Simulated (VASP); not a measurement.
Band structure of YB (relaxed from the rock salt structure, space group Fm-3m). These are PBEsol GGA, VASP's PBE PAW potentials (set 64) (plane waves; VASP) values and carry that method's errors.

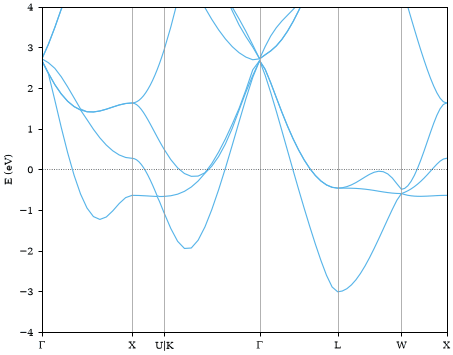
Figure. Bands along high-symmetry lines, zero at the valence-band maximum or, without a gap, the Fermi level

Q: Read the plot: is there a gap, and where are the band edges?

A: It has no gap at this level: it comes out as a metal or semimetal. (Edges off the drawn lines would not show.)

The structure was generated: YB was put into the rock salt type (Fm-3m), which need not be its known phase. It was relaxed first, which changed the volume by -28 %.
